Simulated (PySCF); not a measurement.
Potential energy curve for SMILES C=CF (C2H3F). The C2–F6 bond (C2 also carries C, H; F6 carries nothing else) is pulled apart rigidly from the PBE0/def2-TZVP optimised geometry.

```
6

C     -0.0001    -1.1118    -0.7051
C      0.0000     0.0000     0.0000
H     -0.0007    -1.0524    -1.7844
H      0.0003    -2.0841    -0.2298
H      0.0000     1.0057    -0.4055
F      0.0000     0.0000     1.3363
```

Levels: RKS-TPSSh = restricted TPSSh/cc-pVDZ (PySCF); UCCSD(T) = CCSD(T) on UHF/cc-pVDZ, 3 core orbitals frozen run with PySCF 2.14.0; NEVPT2 = PySCF with SC-NEVPT2 on CASSCF(2,2)/cc-pVDZ, all electrons correlated; RKS-B3LYP/6-31G* = restricted B3LYP/6-31G*, spherical d (PySCF).

Energies are in kcal/mol, each relative to the lowest point of its own curve near equilibrium.

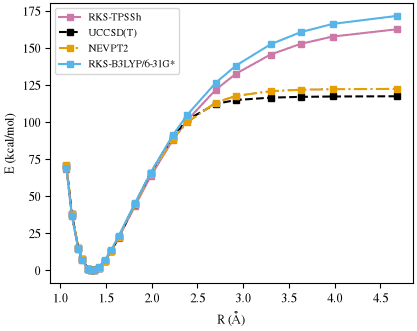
Figure. Energy against bond length for each method.

| R / Å | RKS-TPSSh | UCCSD(T) | NEVPT2 | RKS-B3LYP/6-31G* |
|---|---|---|---|---|
| 1.07 | 68.4 | 70.5 | 71.0 | 69.0 |
| 1.13 | 36.5 | 37.8 | 38.2 | 36.5 |
| 1.20 | 14.5 | 15.1 | 15.4 | 14.2 |
| 1.24 | 7.2 | 7.5 | 7.7 | 6.9 |
| 1.31 | 0.8 | 0.9 | 0.9 | 0.7 |
| 1.34 | 0.0 | 0.0 | 0.0 | 0.0 |
| 1.37 | 0.1 | 0.0 | 0.0 | 0.2 |
| 1.42 | 1.8 | 1.7 | 1.6 | 2.1 |
| 1.49 | 6.6 | 6.6 | 6.4 | 7.2 |
| 1.56 | 13.2 | 13.3 | 13.2 | 14.1 |
| 1.64 | 22.1 | 22.2 | 22.3 | 23.3 |
| 1.82 | 43.8 | 44.8 | 44.8 | 45.6 |
| 1.99 | 63.6 | 65.9 | 65.0 | 66.0 |
| 2.23 | 87.9 | 90.1 | 88.5 | 91.0 |
| 2.39 | 101.3 | 101.6 | 99.9 | 105.0 |
| 2.70 | 121.8 | 112.3 | 113.2 | 126.5 |
| 2.92 | 132.6 | 114.9 | 117.7 | 138.1 |
| 3.30 | 145.6 | 116.6 | 120.9 | 152.5 |
| 3.63 | 152.8 | 117.1 | 121.9 | 160.7 |
| 3.98 | 157.8 | 117.3 | 122.3 | 166.3 |
| 4.68 | 162.7 | 117.5 | 122.5 | 171.7 |

At the longest distance, 4.68 Å, RKS-B3LYP/6-31G* lies highest above its minimum (171.7 kcal/mol) and UCCSD(T) lowest (117.5 kcal/mol).

At the longest distance RKS-TPSSh leaves fractional charges on the fragments, a sign of delocalisation error or of the restricted form. The restricted form behind RKS-TPSSh, RKS-B3LYP/6-31G* keeps the bonding electrons paired and can't separate into open-shell fragments. The unrestricted solution behind UCCSD(T) changes between 1.82 and 1.99 Å, which can leave a kink. The unrestricted determinant behind UCCSD(T) is spin-contaminated at 1.82 to 4.68 Å (<S²> up to 1.2, against 0.00 for a pure singlet).
